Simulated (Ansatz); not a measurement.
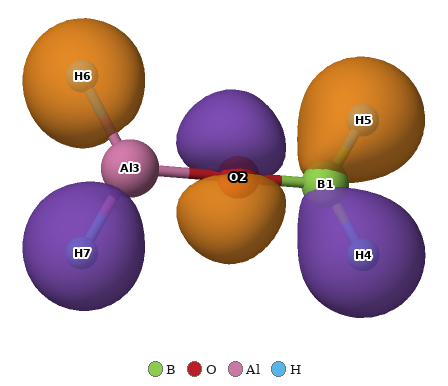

Figure 1: AlBH$_{4}$O (SMILES B[O][AlH2]). The HOMO at ±0.1 Å⁻³ᐟ² (orange and purple are the two phases), seen at a tilt.

Geometry: GFN2-xTB.

Method: isolated molecule in a Gaussian basis; Kohn-Sham density functional theory, functional B2GP-PLYP (Ansatz).

```yaml
atoms:
  - { symbol: B, position_ang: [-1.2398, 0.4605, -0.7551] }
  - { symbol: O, position_ang: [-0.1510, 0.0550, -0.0928] }
  - { symbol: Al, position_ang: [1.2033, -0.4472, 0.7321] }
  - { symbol: H, position_ang: [-1.7221, -0.2434, -1.5654] }
  - { symbol: H, position_ang: [-1.7020, 1.5165, -0.5192] }
  - { symbol: H, position_ang: [1.8196, 0.4868, 1.7815] }
  - { symbol: H, position_ang: [1.7920, -1.8283, 0.4189] }
```

Describe this orbital and give its energy.

By Hirshfeld shares it lies mainly on O2 (about 30 %), B1 (about 15 %), H4 (about 10 %), H5 (about 10 %), H6 (about 10 %) and H7 (about 10 %); it is symmetric in the molecular plane (an in-plane orbital: σ, lone-pair or in-plane π type). Its energy is −9.68 eV.
